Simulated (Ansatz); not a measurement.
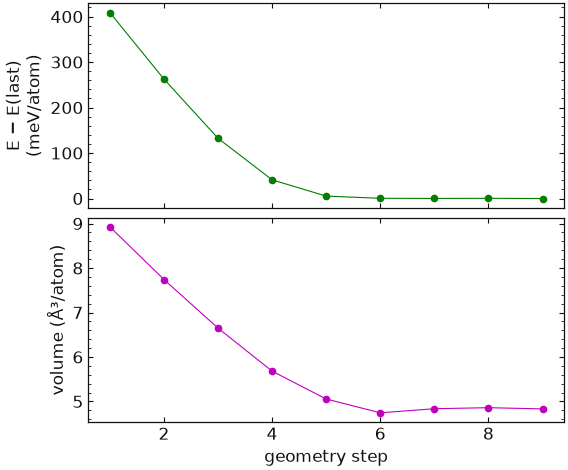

History of a geometry optimisation. Atoms and cell relax. A closing SCF on a freshly chosen basis isn't drawn.

```
crystal:
  lattice:
    - [4.2250137, 0.0, 0.0]
    - [-2.11250685, 3.6589692, 0.0]
    - [0.0, 0.0, 3.46422694]
  atoms:
    - { symbol: Al, position: [0.0, 0.0, 0.0] }
    - { symbol: H, position: [0.5, 0.0, 0.5] }
    - { symbol: H, position: [0.5, 0.5, 0.5] }
    - { symbol: H, position: [0.0, 0.5, 0.5] }
    - { symbol: H, position: [0.33333333, 0.66666667, 0.0] }
    - { symbol: H, position: [0.66666667, 0.33333333, 0.0] }
basis:
  ecutwfc: 420
kpoints:
  mp_grid: { grid: [6, 6, 6] }
hamiltonian:
  xc: pbe
scf:
  occupations: { method: gaussian, width: 0.1 }
  lower_state_search: "off"
output:
  forces: true
  stress: true
  eigenvalues: true
relax:
  adjacent_minimum: "off"
  f_tol: 0.04
  max_steps: 70
  cell: { stress_tol: 0.4 }
```

Launched with:
```bash
ansatz run input.yaml --threads 1 --pin off --max-ram 2048MiB --backend cpu --events-out ev --progress --plain --runs-dir out
```

How did the optimisation end?

Answer. The optimisation met its thresholds at geometry 9, counting the start as the first. The energy fell by about 410 meV/atom from the first step to the last. Step 8 went uphill and was rejected by the line search. All forces vanish by symmetry, so only the cell moves.

What happens to the cell?

Answer. The volume shrinks from 8.9 to 4.8 Å³ per atom (−46 %). The start was expanded.
